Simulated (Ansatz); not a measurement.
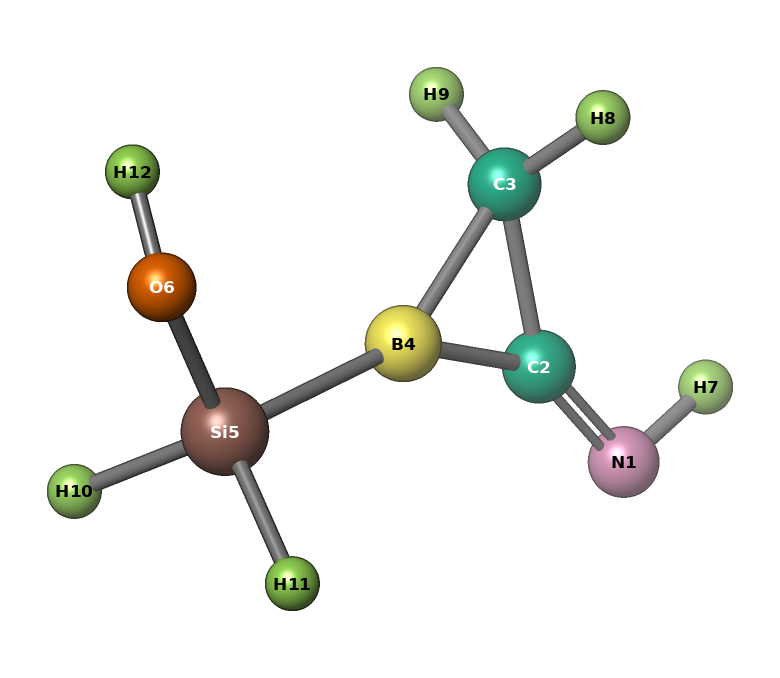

Distant atoms are faded towards the background colour. The geometry was computed by an optimisation with PBE0-D4/def2-TZVP. No frequency run is at hand to confirm it as a minimum.

Q: Find the stereocentres and stereogenic double bonds.

A: Double bonds: N1=C2.

Q: What are the Cahn–Ingold–Prelog descriptors?

A: N1=C2: Z.
